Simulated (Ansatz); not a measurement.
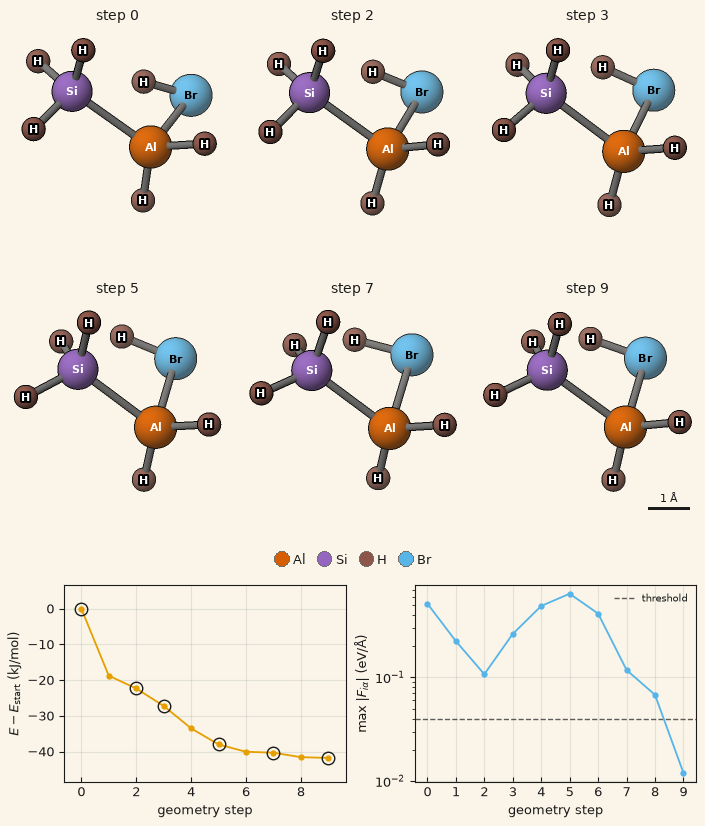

Frames of a constrained relaxation of AlSiH$_{6}$Br, marked on the history of the run. Style: ball-and-stick. Shown from a free direction.

The reaction that was planned forms Al1–Br6, Si2–H5 and breaks Al1–Si2, H5–Br6 (atoms numbered from 1 in input order).

All numbers below come from Ansatz, RKS PBE0-D4/def2-SVP. Set-up: held fixed: the distance between atoms 1 (Al) and 6 (Br), the distance between atoms 2 (Si) and 5 (H), the distance between atoms 1 (Al) and 2 (Si), the distance between atoms 5 (H) and 6 (Br), counting from 1; force threshold 0.04 eV/Å; at most 150 steps.

What happens along the run?

Answer. The largest move after the best rigid fit is that of an H atom, 0.75 Å. Largest moves by element: H 0.75 Å, Br 0.53 Å, Al 0.25 Å, Si 0.21 Å. Among the contacts that change: H–Si 1.485 → 1.535 Å, Al–H 1.565 → 1.593 Å, H–Si 1.479 → 1.501 Å. Among the angles between lasting bonds that change: Al–Br–H 51.1° → 84.2°, Al–Si–H 123.7° → 103.5°, Si–Al–Br 103.4° → 87.1°. After 9 geometry steps the energy has fallen by 41.8 kJ/mol. Largest force component: 0.51 eV/Å at the start, 0.012 eV/Å at the end. From step 0 to 2: an H atom moves most (0.31 Å), energy −22.4 kJ/mol. From step 2 to 3: an H atom moves most (0.19 Å), energy −4.88 kJ/mol. From step 3 to 5: an H atom moves most (0.37 Å), energy −10.8 kJ/mol. From step 5 to 7: the Br atom moves most (0.20 Å), energy −2.32 kJ/mol. From step 7 to 9: the Br atom moves most (0.18 Å), energy −1.47 kJ/mol.

```tsv
step	E − E(0), kJ/mol	largest force component, eV/Å
0	0.00	0.5149
1	-18.78	0.2239
2	-22.35	0.1074
3	-27.23	0.2631
4	-33.51	0.4895
5	-38.00	0.6426
6	-40.06	0.4133
7	-40.32	0.1180
8	-41.57	0.0679
9	-41.79	0.0120
```
